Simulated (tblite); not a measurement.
Geometry relaxation, with input and output: C₄H₄F₄ (part 1 of 4)

System: C₄H₄F₄.
Method: GFN2-xTB geometry optimisation, gas phase (tblite 0.8.0).

It belongs to a series of runs on one base structure; here: constitutional isomer.

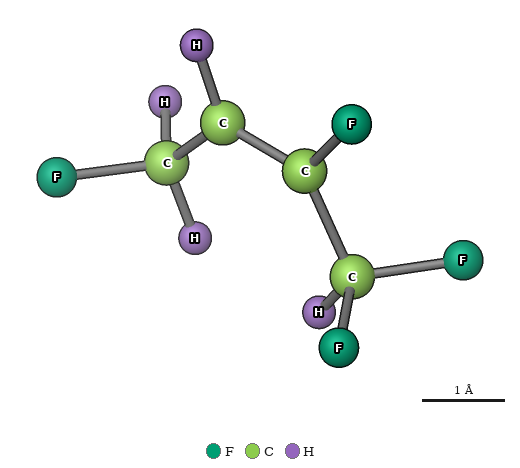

Fig. 1: The input geometry (ball-and-stick view, seen at a tilt). Bond lengths as drawn: C–C 1.33 to 1.49 Å, C–F 1.36 to 1.40 Å and C–H 1.09 to 1.14 Å.

Key numbers

```json
{"quantity": "outcome", "value": "converged"}
{"quantity": "total energy", "value": "−802.8116 eV"}
{"quantity": "hardware", "value": "1 CPU thread, shared host"}
{"quantity": "wall time", "value": "1.5 s"}
{"quantity": "peak memory", "value": "0.18 GiB"}
```

Input file
```
{"job": {"kind": "relax", "xc": "GFN2-xTB", "basis": "xTB"}, "charge": 0, "multiplicity": 1}
F      2.446700    -0.799000    -0.474600
C      1.464600    -0.391000     0.432600
C      0.727400     0.707200    -0.121100
C     -0.575100     0.732100    -0.364000
F     -1.163300     1.844100    -0.892200
C     -1.492100    -0.410400    -0.071300
F     -2.055300    -0.769700    -1.302200
F     -2.552100     0.126600     0.634700
H      2.062900    -0.097300     1.361100
H      0.919600    -1.292400     0.755100
H      1.267500     1.627700    -0.391500
H     -1.049400    -1.278600     0.407300
```

The first line tells a small driver script what to run in tblite; the rest is the geometry in Å.

Command:
```bash
OMP_NUM_THREADS=1 python <driver script> task.json out
```

The program's output
```
step      E/eV     max force
  0    -802.21117    3.067
  1    -802.42754    1.109
  2    -802.46106    0.810
  3    -802.49586    0.500
  4    -802.51506    0.263
  5    -802.52008    0.192
  6    -802.52490    0.148
  7    -802.52791    0.155
  8    -802.52969    0.103
  9    -802.53048    0.062
 10    -802.53102    0.063
 11    -802.53148    0.063
 12    -802.53191    0.058
 13    -802.53237    0.066
 14    -802.53295    0.077
 15    -802.53359    0.088
 16    -802.53421    0.091
 17    -802.53476    0.069
 18    -802.53522    0.062
 19    -802.53552    0.045
 20    -802.53568    0.030
 21    -802.53578    0.030
 22    -802.53588    0.032
 23    -802.53600    0.036
 24    -802.53610    0.026
 25    -802.53618    0.024
 26    -802.53625    0.022
 27    -802.53632    0.027
 28    -802.53640    0.027
 29    -802.53650    0.033
 30    -802.53664    0.040
 31    -802.53685    0.048
 32    -802.53716    0.055
 33    -802.53753    0.062
 34    -802.53794    0.073
 35    -802.53842    0.079
 36    -802.53914    0.085
 37    -802.54032    0.136
 38    -802.54202    0.171
 39    -802.54407    0.155
 40    -802.54030    0.420
 41    -802.54781    0.151
 42    -802.54969    0.128
 43    -802.53164    0.747
 44    -802.55367    0.074
 45    -802.55526    0.082
 46    -802.54670    0.558
 47    -802.55828    0.079
 48    -802.55982    0.092
 49    -802.55999    0.326
 50    -802.56306    0.105
 51    -802.56410    0.102
 52    -802.56690    0.169
 53    -802.56798    0.107
 54    -802.56969    0.085
 55    -802.57279    0.126
 56    -802.57579    0.248
 57    -802.57589    0.248
 58    -802.58028    0.100
 59    -802.58166    0.151
 60    -802.58385    0.196
 61    -802.58621    0.130
 62    -802.58849    0.168
 63    -802.59148    0.084
 64    -802.59177    0.300
 65    -802.59432    0.071
 66    -802.59560    0.067
 67    -802.58783    0.557
 68    -802.59868    0.075
 69    -802.60029    0.059
 70    -802.58498    0.681
 71    -802.60203    0.044
 72    -802.60320    0.044
 73    -802.58591    0.713
 74    -802.60455    0.045
 75    -802.60549    0.055
 76    -802.59453    0.619
 77    -802.60686    0.054
 78    -802.60773    0.057
 79    -802.60581    0.366
 80    -802.60931    0.054
 81    -802.60998    0.067
 82    -802.61090    0.206
 83    -802.61182    0.082
 84    -802.61270    0.047
 85    -802.61453    0.056
 86    -802.61505    0.206
 87    -802.61641    0.122
 88    -802.61741    0.079
 89    -802.60795    0.609
 90    -802.61883    0.119
 91    -802.61971    0.097
 92    -802.61067    0.631
 93    -802.62089    0.080
 94    -802.62169    0.059
 95    -802.61547    0.570
 96    -802.62285    0.069
 97    -802.62350    0.075
 98    -802.62385    0.313
 99    -802.62508    0.122
100    -802.62567    0.119
101    -802.62883    0.182
102    -802.62972    0.107
103    -802.63089    0.090
104    -802.63356    0.343
105    -802.64061    0.142
106    -802.64887    0.441
107    -802.65763    0.179
108    -802.66435    0.273
109    -802.67122    0.322
110    -802.67921    0.221
111    -802.68009    0.620
112    -802.68844    0.184
113    -802.69228    0.157
114    -802.69692    0.286
115    -802.70064    0.198
116    -802.70657    0.145
117    -802.71168    0.164
118    -802.71904    0.190
119    -802.69176    0.975
120    -802.72679    0.176
121    -802.73197    0.147
122    -802.72935    0.670
123    -802.74189    0.141
124    -802.74548    0.116
125    -802.74663    0.422
126    -802.75082    0.120
127    -802.75205    0.123
128    -802.75454    0.193
129    -802.75589    0.134
130    -802.75893    0.120
131    -802.76179    0.126
132    -802.76427    0.126
133    -802.76385    0.273
134    -802.76652    0.092
135    -802.76756    0.099
136    -802.76942    0.088
137    -802.77182    0.199
138    -802.77381    0.121
139    -802.77625    0.078
140    -802.77779    0.090
141    -802.77866    0.086
142    -802.77974    0.093
143    -802.78107    0.099
144    -802.78207    0.093
145    -802.78282    0.074
146    -802.78340    0.042
147    -802.78376    0.047
148    -802.78397    0.049
149    -802.78437    0.052
150    -802.78483    0.046
151    -802.78539    0.056
152    -802.78599    0.062
153    -802.78675    0.066
154    -802.78791    0.090
155    -802.78977    0.128
156    -802.79230    0.199
157    -802.79580    0.169
158    -802.79985    0.139
159    -802.80208    0.214
160    -802.80096    0.231
161    -802.80433    0.121
162    -802.80508    0.106
163    -802.80596    0.091
164    -802.80707    0.084
165    -802.80798    0.079
166    -802.80894    0.069
167    -802.80912    0.159
168    -802.80519    0.385
169    -802.81010    0.042
170    -802.81040    0.033
171    -802.81071    0.106
172    -802.81104    0.020
173    -802.81117    0.018
174    -802.81134    0.058
175    -802.81145    0.019
176    -802.81153    0.010
177    -802.81157    0.010
178    -802.81158    0.009
```

Trajectory as extended XYZ (Å, eV, eV/Å), 66 of the 179 frames kept, from step=0 to step=178
```
12
Properties=species:S:1:pos:R:3:forces:R:3 step=0 energy=-802.21117
F     2.4467   -0.7990   -0.4746   -0.4330   0.0020   0.3190
C     1.4646   -0.3910    0.4326    2.2670  -1.2940   1.6110
C     0.7274    0.7072   -0.1211   -0.7550   2.0470  -0.7480
C    -0.5751    0.7321   -0.3640    0.3880   0.4360  -0.0580
F    -1.1633    1.8441   -0.8922    0.3810  -0.9920   0.4450
C    -1.4921   -0.4104   -0.0713   -2.0410   1.4140  -1.5090
F    -2.0553   -0.7697   -1.3022    0.3960  -0.2720   1.1050
F    -2.5521    0.1266    0.6347    0.5810  -0.9510  -0.0270
H     2.0629   -0.0973    1.3611   -0.5030   0.0530  -0.8880
H     0.9196   -1.2924    0.7551   -0.0250   0.2000  -0.4990
H     1.2675    1.6277   -0.3915    0.0190  -0.5890   0.1570
H    -1.0494   -1.2786    0.4073   -0.2750  -0.0540   0.0910
12
Properties=species:S:1:pos:R:3:forces:R:3 step=3 energy=-802.49586
F     2.4370   -0.8054   -0.4636    0.2220  -0.1520  -0.0740
C     1.5146   -0.4035    0.4603   -0.2640  -0.1120  -0.0350
C     0.7316    0.7302   -0.1159   -0.0030   0.2840   0.0050
C    -0.5664    0.7399   -0.3640    0.2040  -0.1530   0.0890
F    -1.1578    1.8207   -0.8833    0.0370   0.1010  -0.0550
C    -1.5357   -0.3797   -0.1105    0.1430   0.0520   0.1890
F    -2.0541   -0.7902   -1.2766   -0.3100  -0.2600  -0.2930
F    -2.5491    0.0897    0.6456   -0.2620  -0.1820   0.1600
H     2.0590   -0.0862    1.3444    0.2760   0.2080   0.2200
H     0.9175   -1.2865    0.7316    0.0580   0.1590  -0.2030
H     1.2833    1.6231   -0.3905    0.1210  -0.1630   0.0850
H    -1.0787   -1.2527    0.3965   -0.2230   0.2170  -0.0880
12
Properties=species:S:1:pos:R:3:forces:R:3 step=5 energy=-802.52008
F     2.4436   -0.8143   -0.4623    0.1010  -0.0260   0.0280
C     1.5176   -0.4021    0.4624    0.0570   0.0540   0.0070
C     0.7381    0.7368   -0.1080   -0.0440   0.0530  -0.0500
C    -0.5594    0.7373   -0.3616   -0.1020   0.0280  -0.0330
F    -1.1545    1.8191   -0.8837    0.1150   0.0920  -0.0330
C    -1.5423   -0.3718   -0.1145   -0.1190  -0.0550   0.0280
F    -2.0679   -0.8072   -1.2807   -0.1340   0.0260  -0.0230
F    -2.5614    0.0706    0.6562   -0.1240  -0.0300  -0.0360
H     2.0706   -0.0739    1.3490    0.1050   0.0260   0.0020
H     0.9177   -1.2800    0.7157   -0.0140   0.0390  -0.0490
H     1.2972    1.6194   -0.3876    0.1020  -0.0490   0.0670
H    -1.0981   -1.2346    0.3891    0.0570  -0.1580   0.0920
12
Properties=species:S:1:pos:R:3:forces:R:3 step=8 energy=-802.52969
F     2.4561   -0.8186   -0.4567    0.0080   0.0680   0.0450
C     1.5253   -0.3957    0.4630    0.0250   0.0000  -0.0170
C     0.7358    0.7395   -0.1091    0.0360  -0.0960  -0.0060
C    -0.5647    0.7380   -0.3629   -0.0100  -0.0140   0.0110
F    -1.1415    1.8292   -0.8880    0.0290   0.0020  -0.0060
C    -1.5561   -0.3762   -0.1138    0.0130  -0.0100  -0.0110
F    -2.0877   -0.8103   -1.2812   -0.0200   0.0500   0.0850
F    -2.5801    0.0588    0.6556   -0.0180  -0.0120  -0.0490
H     2.0858   -0.0665    1.3486   -0.0160  -0.0140  -0.0690
H     0.9177   -1.2716    0.7045    0.0340   0.0260   0.0370
H     1.3133    1.6138   -0.3795   -0.0380  -0.0090   0.0140
H    -1.1026   -1.2412    0.3935   -0.0440   0.0080  -0.0350
12
Properties=species:S:1:pos:R:3:forces:R:3 step=11 energy=-802.53148
F     2.4616   -0.8131   -0.4533    0.0520   0.0080  -0.0340
C     1.5279   -0.3954    0.4617    0.0000  -0.0210   0.0030
C     0.7363    0.7335   -0.1114   -0.0190   0.0180  -0.0060
C    -0.5652    0.7366   -0.3618    0.0240  -0.0160   0.0090
F    -1.1354    1.8307   -0.8890    0.0150  -0.0240   0.0100
C    -1.5577   -0.3766   -0.1132   -0.0200   0.0320   0.0080
F    -2.0944   -0.8062   -1.2761   -0.0220  -0.0040  -0.0510
F    -2.5856    0.0567    0.6513   -0.0060   0.0200   0.0260
H     2.0879   -0.0657    1.3436    0.0120   0.0330   0.0280
H     0.9210   -1.2689    0.7072    0.0210  -0.0390   0.0280
H     1.3115    1.6110   -0.3766   -0.0320  -0.0090  -0.0100
H    -1.1067   -1.2434    0.3918   -0.0240   0.0020  -0.0120
12
Properties=species:S:1:pos:R:3:forces:R:3 step=14 energy=-802.53295
F     2.4741   -0.8056   -0.4537   -0.0260  -0.0120   0.0210
C     1.5330   -0.3978    0.4611    0.0460   0.0120   0.0200
C     0.7366    0.7271   -0.1126    0.0030  -0.0190   0.0310
C    -0.5643    0.7321   -0.3597   -0.0520  -0.0100  -0.0160
F    -1.1275    1.8283   -0.8886   -0.0190   0.0230  -0.0060
C    -1.5638   -0.3734   -0.1134   -0.0480  -0.0530  -0.0290
F    -2.1039   -0.8017   -1.2777    0.0070   0.0320  -0.0190
F    -2.5917    0.0582    0.6517    0.0140   0.0450   0.0230
H     2.0911   -0.0593    1.3421    0.0010   0.0110   0.0160
H     0.9295   -1.2729    0.7140    0.0620  -0.0260  -0.0250
H     1.3048    1.6080   -0.3762    0.0150   0.0150  -0.0280
H    -1.1166   -1.2438    0.3870   -0.0030  -0.0200   0.0120
12
Properties=species:S:1:pos:R:3:forces:R:3 step=16 energy=-802.53421
F     2.4847   -0.7997   -0.4533   -0.0490  -0.0090   0.0500
C     1.5405   -0.3994    0.4623    0.0050   0.0400   0.0180
C     0.7355    0.7209   -0.1117   -0.0020  -0.0200   0.0200
C    -0.5661    0.7269   -0.3588   -0.0210   0.0020  -0.0150
F    -1.1217    1.8275   -0.8884   -0.0330   0.0070  -0.0010
C    -1.5732   -0.3737   -0.1152    0.0170  -0.0220  -0.0160
F    -2.1128   -0.7951   -1.2824   -0.0080   0.0370   0.0270
F    -2.5961    0.0637    0.6543    0.0270   0.0140  -0.0210
H     2.0946   -0.0518    1.3432    0.0010  -0.0120  -0.0030
H     0.9433   -1.2794    0.7187    0.0780   0.0060  -0.0460
H     1.2989    1.6056   -0.3782    0.0090  -0.0240  -0.0140
H    -1.1263   -1.2461    0.3835   -0.0240  -0.0170   0.0010
12
Properties=species:S:1:pos:R:3:forces:R:3 step=19 energy=-802.53552
F     2.4915   -0.7946   -0.4488    0.0200   0.0130  -0.0050
C     1.5471   -0.3976    0.4657   -0.0240   0.0000   0.0050
C     0.7329    0.7145   -0.1097   -0.0060   0.0240  -0.0130
C    -0.5686    0.7219   -0.3593    0.0290   0.0070   0.0010
F    -1.1199    1.8261   -0.8880   -0.0250  -0.0270   0.0020
C    -1.5797   -0.3748   -0.1177    0.0310   0.0280   0.0160
F    -2.1232   -0.7847   -1.2856   -0.0260   0.0020   0.0090
F    -2.5972    0.0713    0.6547    0.0070  -0.0080  -0.0140
H     2.0987   -0.0452    1.3454    0.0090   0.0020   0.0140
H     0.9649   -1.2865    0.7193   -0.0090  -0.0060  -0.0020
H     1.2933    1.5998   -0.3819    0.0130  -0.0220   0.0000
H    -1.1387   -1.2510    0.3799   -0.0200  -0.0130  -0.0140
12
Properties=species:S:1:pos:R:3:forces:R:3 step=22 energy=-802.53588
F     2.4951   -0.7912   -0.4473    0.0060   0.0190   0.0050
C     1.5479   -0.3970    0.4671    0.0170  -0.0060  -0.0020
C     0.7330    0.7139   -0.1097    0.0160  -0.0060   0.0030
C    -0.5676    0.7211   -0.3595   -0.0120  -0.0050  -0.0010
F    -1.1221    1.8233   -0.8880   -0.0110  -0.0030  -0.0080
C    -1.5796   -0.3735   -0.1176   -0.0210  -0.0230  -0.0060
F    -2.1286   -0.7811   -1.2847    0.0020   0.0100  -0.0010
F    -2.5969    0.0727    0.6538    0.0030   0.0140   0.0190
H     2.1002   -0.0433    1.3467   -0.0140  -0.0050   0.0000
H     0.9696   -1.2888    0.7191   -0.0180   0.0030   0.0020
H     1.2944    1.5968   -0.3832    0.0280   0.0140  -0.0080
H    -1.1443   -1.2537    0.3772    0.0060  -0.0110  -0.0040
12
Properties=species:S:1:pos:R:3:forces:R:3 step=25 energy=-802.53618
F     2.4997   -0.7855   -0.4455    0.0010   0.0010   0.0110
C     1.5496   -0.3972    0.4681   -0.0050   0.0130  -0.0070
C     0.7342    0.7138   -0.1101   -0.0040  -0.0040  -0.0040
C    -0.5671    0.7196   -0.3596   -0.0010  -0.0100   0.0000
F    -1.1261    1.8196   -0.8890    0.0180  -0.0060  -0.0040
C    -1.5812   -0.3745   -0.1176   -0.0010  -0.0020   0.0000
F    -2.1337   -0.7766   -1.2846    0.0020   0.0070  -0.0030
F    -2.5956    0.0760    0.6559    0.0120  -0.0020   0.0190
H     2.0995   -0.0425    1.3489   -0.0180  -0.0100   0.0020
H     0.9712   -1.2903    0.7188    0.0040   0.0200  -0.0130
H     1.2992    1.5951   -0.3854   -0.0070  -0.0070   0.0010
H    -1.1485   -1.2581    0.3740    0.0000   0.0020  -0.0020
12
Properties=species:S:1:pos:R:3:forces:R:3 step=27 energy=-802.53632
F     2.5019   -0.7828   -0.4438    0.0130  -0.0060  -0.0010
C     1.5500   -0.3964    0.4679   -0.0130   0.0030   0.0000
C     0.7345    0.7134   -0.1106   -0.0110   0.0080  -0.0090
C    -0.5671    0.7179   -0.3597    0.0130   0.0000  -0.0020
F    -1.1264    1.8175   -0.8898    0.0160  -0.0040  -0.0050
C    -1.5823   -0.3754   -0.1175    0.0180   0.0180   0.0090
F    -2.1357   -0.7739   -1.2850   -0.0110   0.0020   0.0010
F    -2.5939    0.0775    0.6587    0.0110  -0.0160   0.0080
H     2.0974   -0.0431    1.3501   -0.0060   0.0040   0.0160
H     0.9720   -1.2894    0.7177   -0.0050   0.0000  -0.0140
H     1.3008    1.5940   -0.3865   -0.0230  -0.0090   0.0000
H    -1.1501   -1.2602    0.3725   -0.0040   0.0010  -0.0030
12
Properties=species:S:1:pos:R:3:forces:R:3 step=30 energy=-802.53664
F     2.5094   -0.7767   -0.4390    0.0050  -0.0020   0.0100
C     1.5507   -0.3943    0.4679    0.0140  -0.0230   0.0140
C     0.7350    0.7122   -0.1127    0.0140  -0.0060   0.0050
C    -0.5660    0.7144   -0.3605   -0.0040   0.0180  -0.0110
F    -1.1242    1.8126   -0.8933   -0.0050   0.0240  -0.0180
C    -1.5830   -0.3755   -0.1167    0.0010  -0.0070  -0.0030
F    -2.1428   -0.7666   -1.2843   -0.0140   0.0070   0.0210
F    -2.5884    0.0780    0.6669    0.0000  -0.0100   0.0010
H     2.0912   -0.0433    1.3553   -0.0010   0.0120   0.0100
H     0.9729   -1.2877    0.7124   -0.0140  -0.0350  -0.0120
H     1.3012    1.5910   -0.3897   -0.0110   0.0290  -0.0160
H    -1.1548   -1.2648    0.3678    0.0160  -0.0070  -0.0020
12
Properties=species:S:1:pos:R:3:forces:R:3 step=33 energy=-802.53753
F     2.5312   -0.7610   -0.4222   -0.0120   0.0070   0.0550
C     1.5531   -0.3930    0.4708    0.0020  -0.0090   0.0010
C     0.7383    0.7094   -0.1184    0.0180  -0.0090   0.0120
C    -0.5623    0.7090   -0.3656   -0.0290   0.0080  -0.0040
F    -1.1194    1.8036   -0.9076   -0.0130   0.0180  -0.0130
C    -1.5825   -0.3763   -0.1142   -0.0360  -0.0260  -0.0180
F    -2.1661   -0.7451   -1.2777   -0.0120  -0.0020   0.0250
F    -2.5709    0.0762    0.6916   -0.0100   0.0120   0.0100
H     2.0718   -0.0425    1.3733   -0.0150  -0.0250  -0.0380
H     0.9715   -1.2906    0.6927    0.0300  -0.0300   0.0080
H     1.2993    1.5886   -0.4024    0.0240   0.0350  -0.0150
H    -1.1629   -1.2790    0.3537    0.0540   0.0200  -0.0220
```
